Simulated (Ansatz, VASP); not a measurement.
## Cross-check of HgTe between VASP and Ansatz

Aim: how closely do two programs agree when they are given the same cell, functional and k mesh? The cell is a member of a volume series, scaled by 0.985 from a relaxed one, so a pressure remains.

Calculated with Ansatz 0.2.0; plane waves, with VASP 6.6.1 beside it; single point at LDA.

## (1) Starting point

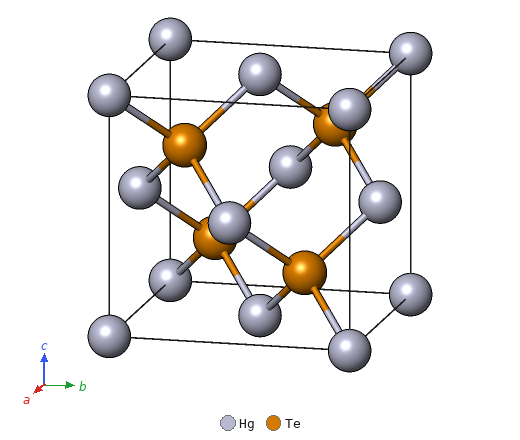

The cell as given, slightly off an axis (mercury light grey, tellurium orange). This picture shows the conventional cell, with its axes. Bonds to atoms that aren't drawn are left out. Some periodic images of atoms are drawn too.

## (2) Ansatz: single point, LDA

Ansatz runs on its default PAW (the set named soft_2) files.

A single point gives forces, pressure and levels at one fixed geometry, so differences don't come from the geometry; what else differs is listed under the comparison.

Contents of input.yaml:

```yaml
crystal:
  lattice:
    - [0.0, 3.20785899, 3.20785899]
    - [3.20785899, 0.0, 3.20785899]
    - [3.20785899, 3.20785899, 0.0]
  atoms:
    - { symbol: Hg, position: [0.0, 0.0, 0.0] }
    - { symbol: Te, position: [0.75, 0.75, 0.75] }
hamiltonian:
  xc: lda
  pseudopotentials: { kind: paw }
kpoints:
  mp_grid: { grid: [10, 10, 10] }
scf:
  occupations: { method: gaussian, width: 0.05 }
  n_extra_bands: 4
output:
  forces: true
  stress: true
  eigenvalues: true
```

Command:

```bash
$ ansatz run input.yaml --threads 2 --pin off --max-ram 4608MiB --backend cpu --events-out ev --progress --plain --runs-dir out
```

Numbers of over 12 decimals in the logs are rounded to 6 here.

The program printed:

```text
scf.n_extra_bands = 4 over 18 filled bands (N_el = 36.0): the run solves 22 bands
Engine: ansatz 0.2.0, x86_64-unknown-linux-gnu
Pseudopotentials: kind: paw
Pseudopotential: Hg, paw, valence charge 20, recommended cutoff 420 eV (normal), Hg.paw.azcp
Pseudopotential: Te, paw, valence charge 16, recommended cutoff 420 eV (normal), Te.paw.azcp
Functional definition: SPW92
  exchange = slater_x
  correlation = pw_c
Crystal: 2 atoms, lattice volume = 66.020 Å³
Basis set: ecut = 420 eV, 1243 PW (Γ)
Bands: 22, of which v1, the nominal top of the filled ones, is band 18 counted from 1 (17 counted from 0)
Symmetry: 24 space group operations
Space group: F-43m (ITA 216), of the structure as read, at distance tolerance 4.0e-5 Å
k-points: 47 of 1000 (time reversal used)
Non-local potential: Hg, projectors of the file, l = 0: 3, l = 1: 2, l = 2: 2, l = 3: 1
Non-local potential: Te, projectors of the file, l = 0: 2, l = 1: 2, l = 2: 2, l = 3: 2
PAW form: soft (Blöchl's): semilocal exchange-correlation on the pseudo side does not see the compensation charge
PAW frozen core: Hg, regenerated for the run's functional, and the local potential with it (the file was generated under x = pbe(κ = 0.804, μ = 0.219515), c = pbe(β = 0.066725))
PAW frozen core: Te, regenerated for the run's functional, and the local potential with it (the file was generated under x = pbe(κ = 0.804, μ = 0.219515), c = pbe(β = 0.066725))
PAW one-centre angular grid: Hg, 590 points (default); XC on 64 Gauss nodes
PAW one-centre angular grid: Te, 590 points (default); XC on 64 Gauss nodes
Initial density: superposition of atomic densities (neutral atoms: chi_scale 0, normalization atom), corrected by the library's trained network
Initial wavefunctions: pseudopotential atomic-orbital guess
Functional: x = slater, c = lda
SCF iter   1: F=—  HF=-20349.890469 eV  |F-HF|=—  |Δ(HF+E_count)|=         —  Δρ=4.53e-3  dr2=9.13e-3  ethr=1.77e-3  ⟨swp⟩=6.1  Hψ=4896  notcnv=0
preconditioner: auto → none  [insulator: Δε(μ)=0.468 eV  Ē_g=10.606 eV  σ=0.050 eV  W_gap=0.67  n_scr=14 (ndim 8)  ℏωp=19.4 eV  f_vac=0.178  D(μ)=0.06/eV (n_scr^D=0)  ε∞_Penn≈4.3]
SCF iter   2: F=—  HF=-20349.887401 eV  |F-HF|=—  |Δ(HF+E_count)|=   3.07e-3  Δρ=1.90e-3  dr2=8.25e-4  ethr=2.54e-5  ⟨swp⟩=2.0  Hψ=2242  notcnv=0
SCF iter   3: F=—  HF=-20349.887428 eV  |F-HF|=—  |Δ(HF+E_count)|=   2.80e-5  Δρ=6.88e-4  dr2=1.19e-4  ethr=2.29e-6  ⟨swp⟩=1.0  Hψ=1034  notcnv=0
SCF iter   4: F=—  HF=-20349.887436 eV  |F-HF|=—  |Δ(HF+E_count)|=   7.06e-6  Δρ=7.14e-5  dr2=4.27e-6  ethr=3.30e-7  ⟨swp⟩=1.3  Hψ=1083  notcnv=0
SCF iter   5: F=—  HF=-20349.887445 eV  |F-HF|=—  |Δ(HF+E_count)|=   9.82e-6  Δρ=1.72e-5  dr2=1.52e-7  ethr=1.19e-8  ⟨swp⟩=2.0  Hψ=1418  notcnv=0
SCF iter   6: F=-20349.887445 eV  HF=-20349.887445 eV  |F-HF|=3.16e-9  |Δ(HF+E_count)|=   2.15e-8  Δρ=3.74e-6  dr2=6.74e-9  ethr=2.78e-10  ⟨swp⟩=5.8  Hψ=4161  notcnv=0
SCF 1 converged in 6 iterations: F = -20349.887445 eV  dr2 = 6.74e-9
  greatest PAW one-centre occupation: 1.000 electrons in one spin orbital (limit 2), on the Hg atom at site 0 (counted from 0), in its partial waves of l = 0
SCF converged after 6 iterations
Free energy (F): -20349.887445 eV
Harris-Foulkes:  -20349.887445 eV  (|F-HF|=3.16e-9)
Internal energy: -20349.887368 eV  (E = F + TS)
E sigma→0 (E₀):  -20349.887407 eV
Entropy (-TS):   -0.000077 eV (-0.039 meV/atom)
Fermi energy:    8.783865 eV
--- Per-component energies (eV) ---
  E_band       = -773.587977
  E_kinetic    = 786.336245
  E_local      = -4768.690161  (includes V_loc(G=0)·N_el)
  E_nonlocal   = -224.532362
  E_hartree    = 2314.971476
  E_xc         = -342.915759
  E_vxc        = -367.038913  (∫ρ·V_xc dr)
  E_paw        = -14165.091551  (= ΣΔE_a)
  E_vpaw       = -829.611473  (= ΣTr[D̂ρ^β])
  E_aug_tail   = 0.000643  (compensation charges beyond the density's cutoff)
  E_ewald      = -3951.220652
  E_core_change = 1.254754  (= ΣΔE_core)
  E_smearing   = -0.000077  (= −TS)
  E_closure    = -0.000000  (closes the sum)
  Σ components = -20349.887445   (vs F -20349.887445, Δ=0.00e0)
--- Forces (eV/Å), atoms counted from 1 ---
  atom   1  Hg    -0.00000000     0.00000000     0.00000000
  atom   2  Te     0.00000000    -0.00000000    -0.00000000
  max |Σ_I F_I| component: 9.25e-17 eV/Å
--- Stress (GPa, compression-positive) ---
        0.431681      -0.000000      -0.000000
       -0.000000       0.431681       0.000000
        0.000000       0.000000       0.431681
  P = ⅓ Tr σ = 0.4317 GPa (4.317 kbar)
--- Band table (eV; the first three rows and the last of 47) ---
  k-point 0: bands = [... 14 lower, 1.8586, 7.8980, 8.7686, 8.7686, 8.7686, 12.9194, 12.9194, 12.9194]
  k-point 1: bands = [... 14 lower, 1.8568, 7.1105, 8.6455, 8.6455, 9.2482, 12.7852, 13.0810, 13.0810]
  k-point 2: bands = [... 14 lower, 1.8551, 5.8944, 8.3563, 8.3563, 9.5317, 13.1136, 13.4242, 13.4242]
  k-point 46: bands = [... 14 lower, 2.4866, 3.0669, 5.9907, 6.1195, 11.7177, 12.7328, 14.5549, 15.0092]
```

The job ended after 1.7 s (2 threads of Intel Xeon Platinum 8488C (Sapphire Rapids), shared host; peak memory 0.44 GiB; 3.2 s of CPU time).

Reading the cycles: dr2 is the Hartree energy of the density residual (eV), the measure of convergence; HF is the Harris–Foulkes estimate of the energy, which meets the free energy F at convergence.

The run ends at a pressure of 0.43 GPa.

## (3) VASP: single point, LDA

The same cell, functional (in two slightly different forms), mesh and smearing now go to VASP, with its own data sets and cutoff.

Lines of VASP's logs that name or quote its potential files are left out, and so is its time.

The input asks for a relaxation, which ended at its first step since no free force or stress exceeded the threshold; so it serves as a single point.

Contents of INCAR:

```
SYSTEM = HgTe
PREC = Accurate
ENCUT = 450
EDIFF = 1E-06
NELM = 100
ISMEAR = 0
SIGMA = 0.05
LREAL = .FALSE.
ALGO = Normal
GGA = CA
NBANDS = 15
LORBIT = 11
LWAVE = .FALSE.
LCHARG = .FALSE.
KPAR = 4
IBRION = 2
NSW = 30
ISIF = 4
EDIFFG = -0.01
```

Contents of POSCAR:

```
HgTe
1.0
    0.0000000000      3.2078589922      3.2078589922
    3.2078589922      0.0000000000      3.2078589922
    3.2078589922      3.2078589922      0.0000000000
Hg Te
1 1
Direct
    0.0000000000      0.0000000000      0.0000000000
    0.7500000000      0.7500000000      0.7500000000
```

Contents of KPOINTS:

```
Automatic mesh
0
Gamma
10 10 10
0 0 0
```

PAW data sets: Hg and Te (LDA family, release 64).

Command:

```bash
$ mpirun -np 4 vasp_std
```

The program printed:

```text
[banner, memory and clock lines left out]
running    4 mpi-ranks, on    1 nodes
 distrk:  each k-point on    1 cores,    4 groups
 distr:  one band on    1 cores,    1 groups

 POSCAR found type information on POSCAR HgTe
 POSCAR found :  2 types and       2 ions
 LDA part: xc-table for (Slater(with rela. corr.)+CA(PZ))
 , standard interpolation
 POSCAR, INCAR and KPOINTS ok, starting setup
 FFT: planning ... GRIDC
 FFT: planning ... GRID_SOFT
 FFT: planning ... GRID
 WAVECAR not read
 entering main loop
       N       E                     dE             d eps       ncg     rms          rms(c)
DAV:   1     0.966682310666E+02    0.96668E+02   -0.74229E+03  1418   0.921E+02
DAV:   2    -0.183362595234E+01   -0.98502E+02   -0.93232E+02  1620   0.229E+02
DAV:   3    -0.523602821001E+01   -0.34024E+01   -0.33937E+01  1725   0.444E+01
DAV:   4    -0.526901661208E+01   -0.32988E-01   -0.32986E-01  2092   0.395E+00
DAV:   5    -0.526910540585E+01   -0.88794E-04   -0.88793E-04  1837   0.185E-01    0.806E+00
DAV:   6    -0.505337866740E+01    0.21573E+00   -0.43295E-01  1585   0.944E+00    0.635E+00
DAV:   7    -0.503915498847E+01    0.14224E-01   -0.99496E-02  1543   0.231E+00    0.220E+00
DAV:   8    -0.503645347387E+01    0.27015E-02   -0.11284E-02  1648   0.132E+00    0.559E-01
DAV:   9    -0.503610302398E+01    0.35045E-03   -0.74342E-04  1824   0.316E-01    0.131E-01
DAV:  10    -0.503609605676E+01    0.69672E-05   -0.67928E-05  1752   0.773E-02    0.531E-02
DAV:  11    -0.503609805907E+01   -0.20023E-05   -0.17386E-05  1676   0.400E-02    0.306E-02
DAV:  12    -0.503609680195E+01    0.12571E-05   -0.31954E-06  1536   0.172E-02    0.132E-02
DAV:  13    -0.503609682423E+01   -0.22280E-07   -0.23574E-07   859   0.311E-03
   1 F= -.50360968E+01 E0= -.50360582E+01  d E =-.503610E+01
 curvature:   0.00 expect dE= 0.000E+00 dE for cont linesearch  0.000E+00
 trial: gam= 0.00000 g(F)=  0.263E-48 g(S)=  0.706E-33 ort = 0.000E+00 (trialstep = 0.100E+01)
 search vector abs. value=  0.100E-09
 reached required accuracy - stopping structural energy minimisation
```

OUTCAR, selected parts (step 3):

```text
ion  position               nearest neighbor table
   1  0.000  0.000  0.000-   2 2.78   2 2.78   2 2.78   2 2.78
   2  0.750  0.750  0.750-   1 2.78   1 2.78   1 2.78   1 2.78

  LATTYP: Found a face centered cubic cell.
 ALAT       =     6.4157179844

 Subroutine GETGRP returns: Found 24 space group operations
 (whereof 24 operations were pure point group operations)

The static configuration has the point symmetry T_d .

 Found     47 irreducible k-points:

   k-points           NKPTS =     47   k-points in BZ     NKDIM =     47   number of bands    NBANDS=     15

   dimension x,y,z NGX =    32 NGY =   32 NGZ =   32
   dimension x,y,z NGXF=    64 NGYF=   64 NGZF=   64

   ENCUT  =  450.0 eV  33.07 Ry    5.75 a.u.   7.85  7.85  7.85*2*pi/ulx,y,z

   NELECT =      18.0000    total number of electrons

 k-points in reciprocal lattice and weights: Automatic mesh
   0.00000000  0.00000000  0.00000000       0.001
   0.10000000  0.00000000  0.00000000       0.008
   0.20000000  0.00000000  0.00000000       0.008
   0.30000000  0.00000000  0.00000000       0.008
   0.40000000  0.00000000  0.00000000       0.008
   0.50000000  0.00000000  0.00000000       0.004
   0.10000000  0.10000000  0.00000000       0.006
   0.20000000  0.10000000  0.00000000       0.024
   0.30000000  0.10000000  0.00000000       0.024
[...]
-0.30000000  0.40000000  0.20000000       0.024
  -0.30000000  0.50000000  0.20000000       0.012

 average (electrostatic) potential at core
       1 -40.6907       2 -92.0910

 E-fermi :   3.1628

 k-point     1 :       0.0000    0.0000    0.0000
  band No.  band energies     occupation
    ...
      6      -3.8008      2.00000
      7       2.3350      2.00000
      8       3.1476      1.33378
      9       3.1476      1.33378
     10       3.1476      1.33378
     11       7.2646      0.00000
     12       7.2646      0.00000
     13       7.2646      0.00000
     14       9.3804      0.00000
     15      12.6924      0.00000

 k-point     2 :       0.1000    0.0000    0.0000
  band No.  band energies     occupation
    ...
      5      -3.8026      2.00000
      6      -3.8026      2.00000
      7       1.5192      2.00000
      8       3.0238      1.99992
      9       3.0238      1.99992
     10       3.6521      0.00000
     11       7.1471      0.00000
     12       7.4266      0.00000
     13       7.4266      0.00000
     14      10.0833      0.00000
    ...

 k-point     3 :       0.2000    0.0000    0.0000
  band No.  band energies     occupation
    ...
      5      -3.8043      2.00000
      6      -3.8043      2.00000
      7       0.2878      2.00000
      8       2.7333      2.00000
      9       2.7333      2.00000
     10       3.9398      0.00000
     11       7.4965      0.00000
     12       7.7690      0.00000
     13       7.7690      0.00000
     14      10.8056      0.00000
    ...

  Total        0.3061484      0.3061484      0.3061484      0.0000000      0.0000000     -0.0000000
  in kB        7.4296235      7.4296235      7.4296235      0.0000000      0.0000000     -0.0000000
  external PRESSURE =       7.4296235 kB  Pullay stress =       0.0000000 kB

  energy-cutoff  :      450.00
  volume of cell :       66.02
      direct lattice vectors                 reciprocal lattice vectors
     0.000000000  3.207858992  3.207858992    -0.155867200  0.155867200  0.155867200
     3.207858992  0.000000000  3.207858992     0.155867200 -0.155867200  0.155867200
     3.207858992  3.207858992  0.000000000     0.155867200  0.155867200 -0.155867200

 POSITION                                       TOTAL-FORCE (eV/Angst)
 -----------------------------------------------------------------------------------
      0.00000      0.00000      0.00000         0.000000      0.000000      0.000000
      4.81179      4.81179      4.81179        -0.000000     -0.000000     -0.000000
 -----------------------------------------------------------------------------------
    total drift:                               -0.000000     -0.000000      0.000000

  FREE ENERGIE OF THE ION-ELECTRON SYSTEM (eV)
  ---------------------------------------------------
  free  energy   TOTEN  =        -5.0360968242 eV

  energy  without entropy=       -5.0360195157  energy(sigma->0) =       -5.03605817

 reached required accuracy - stopping structural energy minimisation

 total charge
# of ion       s       p       d       tot
------------------------------------------
    1        0.760   0.444   9.350  10.554
    2        1.375   1.982   0.038   3.394
--------------------------------------------------
tot          2.135   2.425   9.388  13.947

[... 3 further parts left out ...]
```

## (4) Comparison

Known differences besides the PAW data sets themselves: the two LDA forms differ slightly; the data sets hold 36 valence electrons in Ansatz (default PAW (the set named soft_2) files) and 18 in VASP; the cutoff is 420 eV in Ansatz and 450 eV in VASP; Ansatz makes its cores anew for this functional, VASP keeps those of its LDA data sets. Total energies have different zeros and are not compared.

Compared:

```tsv
quantity	Ansatz	VASP	difference
pressure (GPa)	0.43	0.74	-0.31
```

## (5) Looking for the cause

An all-electron run, which needs no data sets, serves as referee.

```tsv
run	difference in pressure (GPa)
as above	-0.31
Ansatz's all-electron LAPW method	-0.30
```

## (6) Summary of results

```json
{
 "difference in pressure (single point, LDA, volume scaled by 0.985)": "-0.31 GPa"
}
```

What this shows: The difference in pressure is -0.31 GPa (single point, LDA), within the 1 GPa picked in this series as the mark of a large difference. For single point, LDA: no further run halves the difference in pressure; only Ansatz's side was varied. The all-electron run, which needs no data set, lies 0.30 GPa from VASP and 0.013 GPa from Ansatz's PAW result, so it sides with Ansatz. Differences of this kind measure data sets and numerical settings, not the functional's error against experiment.

[Lines on the potential files, build, host, timing and source positions are cut from VASP's logs without a mark.]

[Logs are printed without paths, hosts, clocks, repeated set-up lines and the standing remarks that a program may print on its own settings, such as how far it seeks lower states.]

[Hosts, paths, dates, database ids (printed as entryN), source tags and the programs' standing remarks are cut or masked in the printed files.]
